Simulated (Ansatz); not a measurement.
# Hypothetical CdI2 type MnF2: thickness series

Start from MnF$_{2}$ in the CdI2 type structure (space group P-3m1, No. 164; a = 3.328 Å, c = 4.281 Å; ferromagnetic; a hypothetical phase, not in the database extracts checked; layered, stacked along the Cartesian z axis).

Free-standing slabs (3 atom(s) a layer) normal to the stacking axis with 15 Å of vacuum; in-plane cell relaxed.

Level of theory: PBE-D3(BJ) in Ansatz (plane waves to 420 eV, PAW, scalar-relativistic without spin-orbit coupling).

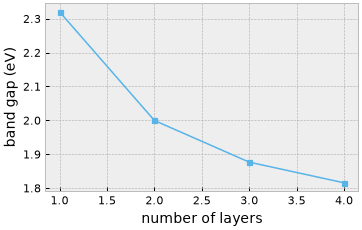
Figure: Band gap against number of layers

```csv
number of layers,band gap
1,2.32 eV
2,2.00 eV
3,1.88 eV
4,1.82 eV
```

No phonon test of stability was made. No Hubbard U is applied and the magnetic state is the run's own (MnF2 ferromagnetic); other magnetic orders, which need larger cells, were not tried and can change the gap. The D3 term's C6 switches between coordination references near this geometry, which can add small steps to energies.

Ansatz is a quantum-chemistry and plane-wave program.
